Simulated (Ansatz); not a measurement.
# A computed series for As: pressure series

The parent structure is As in the A7 type structure (space group R-3m, No. 166; a = 3.7835 Å, c = 10.1093 Å (hexagonal axes); layered).

Cell and atoms are relaxed at each pressure.

Levels (all Ansatz, an electronic-structure program, PAW): PBE-D3(BJ) (420 eV, spin-orbit coupling left out); PBEsol-D3(BJ) (420 eV, scalar-relativistic without spin-orbit coupling).

The base cell above is that of PBE-D3(BJ); each level relaxes its own structures.

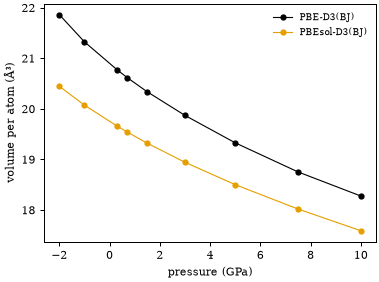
Figure. Volume per atom under two levels

Task: How do the two levels compare along the series?

Result: PBE-D3(BJ) lies above PBEsol-D3(BJ) in every row, by 0.69 Å³ to 1.42 Å³. They put the cases in the same order.

A case with no gap was solved on a k-mesh chosen for an insulator, which is coarse for it. Load acts through the strain it causes; cell and atoms are relaxed under it. Stability against distortions was not tested. Competing high-pressure phases were not computed.
